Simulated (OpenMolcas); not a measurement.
# Single-point calculation, with input and output: BeH2 (part 1 of 2)

The run: single-point calculation of BeH2, SMILES [H][Be][H]. Method and program: CISD/6-31G*, RHF (OpenMolcas 26.06).

The geometry comes from this level: GFN2-xTB.

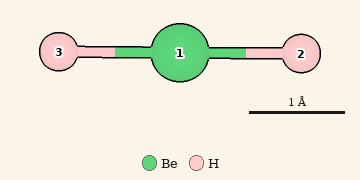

Fig. 1: The structure (ball-and-stick view, seen on its broad side; atoms are numbered from 1 in the order of the input). Sticks mark near contacts. Bond lengths as drawn: Be–H 1.28 Å.

Results in brief

| quantity | value |
| --- | --- |
| outcome | converged |
| total energy | −15.816756 hartree |
| SCF energy | −15.763984 hartree |
| correlation energy | −0.052772 hartree |
| basis functions | 19 |
| HOMO of the SCF reference | −12.30 eV |
| LUMO of the SCF reference | 2.53 eV |
| hardware | 1 thread of Arm Neoverse V1, 24 GiB of memory available, shared host |
| wall time | 1.6 s |
| peak memory | 0.17 GiB |

Remarks

Settings chosen away from the usual ones: mem set to 800 (from default); iter set to 100 (from default).

Input file
```
&GATEWAY
  Coord=geom.xyz
  Basis=6-31G*
  Group=NoSym

&SEWARD

&SCF
  Iterations=100
  PrOrbitals=0

&MOTRA
  Frozen=0

&GUGA
  Electrons=6
  Spin=1
  Inactive=3
  Active=0
  CIAll=1

&CPF
  SDCI
```

File geom.xyz
```
3

Be    -0.000840    -0.000480    -0.000030
H     -0.018180    -0.022770     1.279120
H      0.019030     0.023250    -1.279100
```

Launch command:
```bash
export MOLCAS_MEM=800
pymolcas calc.input > calc.log
```

Log
```
--- Start Module: gateway ---

                                              &GATEWAY

                       available to each process: 800 MB of memory, 1 thread

++    Symmetry information:
      ---------------------

                    Character Table for C1

                             E
                    a        1  x, y, xy, Rz, z, xz, Ry, yz, Rx, I
--

++    Basis set information:
      ----------------------

      Basis set label: BE.6-31G**....

      Electronic valence basis set:
      ------------------
      Associated Effective Charge   4.000000 au
      Associated Actual Charge      4.000000 au
      Nuclear Model: Point charge

      Shell  nPrim  nBasis  Cartesian Spherical Contaminant
         s      10       3        X
         p       4       2        X
         d       1       1        X

      Basis set label: H.6-31G....

      Electronic valence basis set:
      ------------------
      Associated Effective Charge   1.000000 au
      Associated Actual Charge      1.000000 au
      Nuclear Model: Point charge

      Shell  nPrim  nBasis  Cartesian Spherical Contaminant
         s       4       2        X
--

++    Molecular structure info:
      -------------------------

                    ************************************************
                    **** Cartesian Coordinates / bohr, angstrom ****
                    ************************************************

     Center  Label                x              y              z                     x              y              z
        1      BE1             -0.001587      -0.000907      -0.000057             -0.000840      -0.000480      -0.000030
        2      H2              -0.034355      -0.043029       2.417186             -0.018180      -0.022770       1.279120
        3      H3               0.035961       0.043936      -2.417149              0.019030       0.023250      -1.279100

                    ***************************************
                    *    InterNuclear Distances / bohr    *
                    ***************************************

               1 BE1           2 H2            3 H3
    1 BE1      0.000000
    2 H2       2.417832        0.000000
    3 H3       2.417800        4.835629        0.000000

                    *******************************************
                    *    InterNuclear Distances / angstrom    *
                    *******************************************

               1 BE1           2 H2            3 H3
    1 BE1      0.000000
    2 H2       1.279462        0.000000
    3 H3       1.279444        2.558904        0.000000

                    **************************************
                    *    Valence Bond Angles / degree    *
                    **************************************
                          Atom centers                 Phi
                      2 H2       1 BE1      3 H3       179.87
--

            Nuclear Potential Energy              3.51556976 au

--- Stop Module: gateway /rc=_RC_ALL_IS_WELL_ ---

--- Start Module: seward ---

                                              &SEWARD

                       available to each process: 800 MB of memory, 1 thread

               SEWARD will generate:
                  Multipole Moment integrals up to order  2
                  Kinetic Energy integrals
                  Nuclear Attraction integrals (point charge)
                  One-Electron Hamiltonian integrals
                  Velocity integrals
                  Orbital angular momentum around ( -0.0012  -0.0007  -0.0000 )
                  Velocity quadrupole around ( -0.0012  -0.0007  -0.0000 )
                  Two-Electron Repulsion integrals

                   Integrals are discarded if absolute value <: 1.00E-14
                   Integral cutoff threshold is set to       <: 1.00E-16

            Nuclear Potential Energy              3.51556976 au

      Basis set specifications :
      Symmetry species         a
      Basis functions           19

--- Stop Module: seward /rc=_RC_ALL_IS_WELL_ ---

--- Start Module: scf ---

                                                &SCF

                       available to each process: 800 MB of memory, 1 thread

++    Input section:
      --------------

      Header of the integral files:

      Cartesian coordinates in angstrom:
      -----------------------------------------------------
      No.  Label        X            Y            Z
      -----------------------------------------------------
       1   BE1       -0.00084000  -0.00048000  -0.00003000
       2   H2        -0.01818000  -0.02277000   1.27912000
       3   H3         0.01903000   0.02325000  -1.27910000
      -----------------------------------------------------
      Nuclear repulsion energy =    3.51556976
--

++    Orbital specifications:
      -----------------------

      Symmetry species               1
                                     a
      Frozen orbitals                0
      Occupied orbitals              3
      Secondary orbitals            16
      Deleted orbitals               0
      Total number of orbitals      19
      Number of basis functions     19
--

      Molecular charge                           0.000

++    Optimization specifications:
      ----------------------------

      SCF Algorithm: Conventional
      Minimized density differences are used
      Number of density matrices in core                 5
      Maximum number of NDDO SCF iterations            100
      Maximum number of HF SCF iterations              100
      Threshold for SCF energy change             1.00E-09
      Threshold for density matrix                1.00E-04
      Threshold for Fock matrix                   1.50E-04
      Threshold for linear dependence             1.00E-09
      Threshold at which DIIS is turned on        1.50E-01
      Maximum depth in the DIIS procedure                5
      Maximum depth in the BFGS Hessian update          30
      Threshold at which QNR/C2DIIS is turned on  7.50E-02
      Threshold for Norm(delta) (QNR/C2DIIS)      1.00E-03
      All orbitals punched on: SCFORB
--

      Input vectors read from INPORB
      Orbital file label: *Guess orbitals

++ Convergence information
                                   SCF        iterations: Energy and convergence statistics

Iter     Tot. SCF        One-elec.       Two-elec.     Energy      Max Dij or  Max Fij      DNorm      TNorm      AccCon     Time
         Energy          Energy          Energy        Change      Delta Norm                                                in Sec.
   1   -15.581743480   -26.790448874     7.693135639   0.00E+00    3.78E-01*   2.65E-01*    2.82E+00   1.83E+01   None         0.
   2   -15.759640248   -27.282828667     8.007618664  -1.78E-01*   6.69E-02*   3.67E-02*    1.16E+00   1.85E+01   EDIIS        0.
   3   -15.763766626   -27.341895892     8.062559511  -4.13E-03*   7.34E-03*   8.92E-03*    1.43E-01   1.86E+01   c2DIIS       0.
   4   -15.763981502   -27.349638341     8.070087084  -2.15E-04*   1.07E-03*   7.49E-04*    1.23E-02   1.86E+01   QNRc2DIIS    0.
   5   -15.763984110   -27.348944226     8.069390361  -2.61E-06*   4.12E-04    1.86E-04*    1.15E-03   1.86E+01   QNRc2DIIS    0.
   6   -15.763984333   -27.348824045     8.069269957  -2.24E-07*   1.06E-05    8.17E-06     1.65E-04   1.86E+01   QNRc2DIIS    0.
   7   -15.763984333   -27.348845461     8.069291373  -2.39E-10    9.17E-07    3.78E-07     1.87E-05   1.86E+01   QNRc2DIIS    0.

       Convergence after   7 Iterations
--

 *****************************************************************************************************************************
 *                                             SCF/KS-DFT Program, Final results                                             *
 *                                                       Final Results                                                       *
 *****************************************************************************************************************************

::    Total SCF energy                                -15.7639843334
      One-electron energy                             -27.3488454614
      Two-electron energy                               8.0692913729
      Nuclear repulsion energy                          3.5155697552
      Kinetic energy (interpolated)                    15.9010903794
      Virial theorem                                    0.9913775695
      Total spin, S(S+1)                                0.0000000000
      Total spin, S                                     0.0000000000
      Max non-diagonal density matrix element           0.0000013927
      Max non-diagonal Fock matrix element              0.0000001124

      No orbitals printed

++    Molecular charges:
      ------------------

      Mulliken charges per centre
      ---------------------------

                BE1     H2      H3
      Total    3.8622  1.0689  1.0689

      N-E      0.1378 -0.0689 -0.0689

      Total electronic charge=    6.000000

      Total            charge=   -0.000000
--

++    Molecular properties:
      ---------------------

      Charge (e):
                      =   -0.0000
      Dipole Moment (debye):
      Origin of the operator (angstrom)=   -0.0006   -0.0003   -0.0000
                   X= -4.6020E-03               Y= -2.6194E-03               Z= -1.4247E-04           Total=  5.2972E-03
      Quadrupole Moment (debye*angstrom):
      Origin of the operator (angstrom)=   -0.0006   -0.0003   -0.0000
                  XX= -6.3496E+00              XY= -1.2995E-03              XZ=  7.2260E-02              YY= -6.3502E+00
                  YZ=  8.9368E-02              ZZ= -1.1316E+01
      In traceless form (debye*angstrom)
                  XX=  2.4837E+00              XY= -1.9493E-03              XZ=  1.0839E-01              YY=  2.4829E+00
                  YZ=  1.3405E-01              ZZ= -4.9666E+00
--

--- Stop Module: scf /rc=_RC_ALL_IS_WELL_ ---

--- Start Module: motra ---

                                               &MOTRA

                       available to each process: 800 MB of memory, 1 thread

      *** WARNING: Default frozen orbitals is overwritten by user input.
      *** Default values:   1

      Header of the integral files:

      Header of MO coefficients source file:
      * SCF orbitals

      Cartesian coordinates in angstrom:
      -----------------------------------------------------
      No.  Label        X            Y            Z
      -----------------------------------------------------
       1   BE1       -0.00084000  -0.00048000  -0.00003000
       2   H2        -0.01818000  -0.02277000   1.27912000
       3   H3         0.01903000   0.02325000  -1.27910000
      -----------------------------------------------------
      Nuclear repulsion energy =    3.51556976

      Orbital specifications:
      -----------------------

      Symmetry species:              1
      Number of basis functions:    19
      Frozen orbitals:               0
      Deleted orbitals:              0
      Number of orbitals used:      19

       SYMMETRY  BASIS FUNCTIONS       ORBITALS      INTEGRALS   CPU(SEC)  I/O(SEC)
        1 1 1 1   19  19  19  19    19  19  19  19       18145       0.00      0.00

       TOTAL CPU TIME(SEC)    0.00TOTAL I/O TIME(SEC)    0.01

--- Stop Module: motra /rc=_RC_ALL_IS_WELL_ ---

--- Start Module: guga ---

                                               &GUGA

                       available to each process: 800 MB of memory, 1 thread
```
